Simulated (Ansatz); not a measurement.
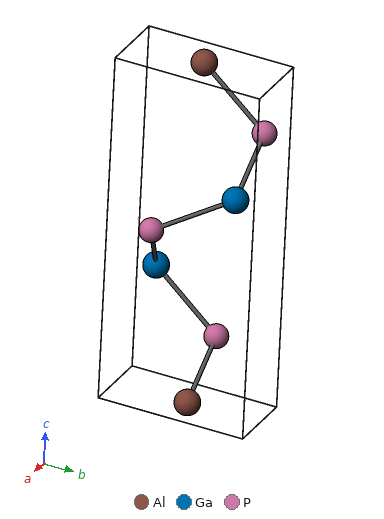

A ball-and-stick rendering, viewed slightly off an axis. Thin lines show the cell (the run's own, in a reduced setting), with boundary atoms drawn in all their periodic places.

```
CELL_PARAMETERS angstrom
0.00000 -3.89466 0.00000
3.89466 0.00000 0.00000
-1.94733 1.94733 8.25766
ATOMIC_POSITIONS crystal
Al 0.50000 0.50000 0.00000
Ga 0.83333 0.83333 0.66665
Ga 0.16667 0.16667 0.33335
P 0.41704 0.91704 0.83407
P 0.08296 0.58296 0.16593
P 0.75000 0.25000 0.50000
```

The numbers come from DFT r2SCAN, scalar-relativistic, plane waves, PAW (Ansatz), using a plane-wave cutoff of 500 eV, k-points about 0.23 Å⁻¹ apart, Gaussian smearing of 0.02 eV, no spin polarisation.

Question: Predict the Bader charges.

Answer: Al +2.18 e; Ga +0.91 e; P -1.55 to -0.91 e. The transfer is large, as in an ionic solid.

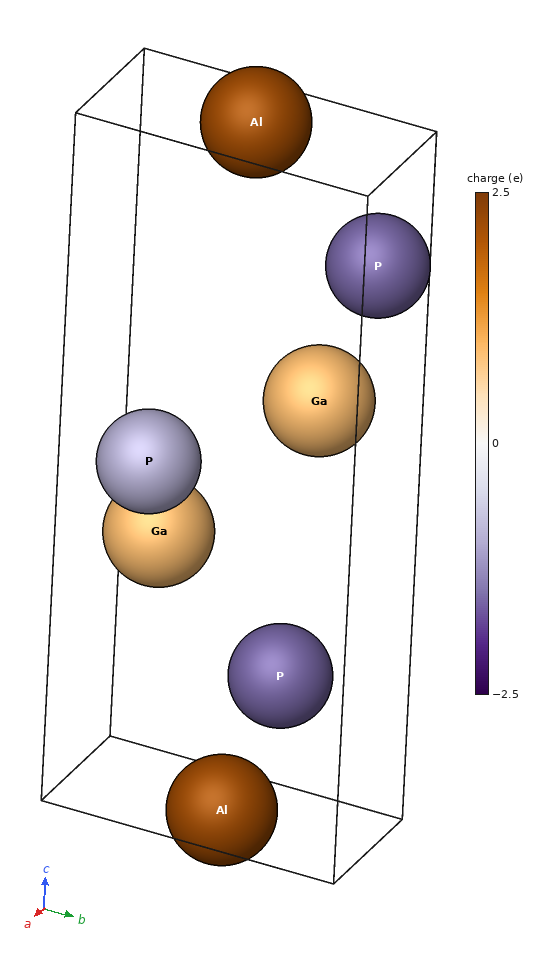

The atoms coloured by those charges.

The initial geometry was a structure type filled with these elements by a generator (whether the compound takes this form wasn't checked). Earlier steps of the study may have refined or changed the cell and positions. It was the input of a calculation with Ansatz.
